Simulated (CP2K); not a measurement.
Band structure of Be (P6_3/mmc, 2 atoms in the cell).

```
Be
1.0
    2.29000     0.00000     0.00000
   -1.14500     1.98320     0.00000
    0.00000     0.00000     3.58000
Be
2
Direct
  0.33333   0.66667   0.25000
  0.66667   0.33333   0.75000
```

Computed with PBE, GPW, DZVP-MOLOPT-SR-GTH basis, GTH-PBE potentials (GTH_POTENTIALS) in CP2K 2026.2.

Settings: CUTOFF = 600 Ry; REL_CUTOFF = 60 Ry; SMEAR/METHOD = FERMI_DIRAC; ELECTRONIC_TEMPERATURE = 1160.45 K; KPOINTS/SCHEME = MONKHORST-PACK 16 16 9; GAMMA_CENTERED = T; XC_FUNCTIONAL = PBE; Be/BASIS_SET = DZVP-MOLOPT-SR-GTH-q4; Be/POTENTIAL = GTH-PBE-q4; METHOD = GPW; EPS_DEFAULT = 1e-11; EXTRAPOLATION = USE_GUESS; NGRIDS = 5; SCF_GUESS = ATOMIC.

The starting cell has typed, rounded lattice constants, without a prior relaxation at this level. Values carry the incompleteness of an atom-centred basis.

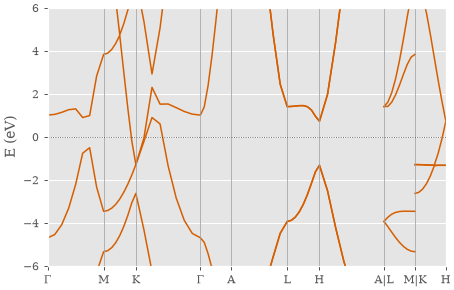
Figure: Bands along the path, energies from the Fermi level.

Levels in eV from the Fermi level, bands 1 to 6:
```
point        1        2       3      4      5      6
-----  -------  -------  ------  -----  -----  -----
Γ      -100.09  -100.07  -11.60  -4.69   1.01  16.02
M      -100.07  -100.06   -5.34  -3.46   3.83   7.04
K      -100.06  -100.06   -2.63  -1.29  -1.29   7.29
A      -100.08  -100.08   -9.44  -9.44  12.72  12.72
L      -100.07  -100.07   -3.93  -3.93   1.41   1.41
H      -100.06  -100.06   -1.32  -1.32   0.73   0.73
```

Bands cross the Fermi level along this path, so the cell is metallic at this level.

Higher empty bands are left out: an atom-centred basis made for the valence describes them poorly.
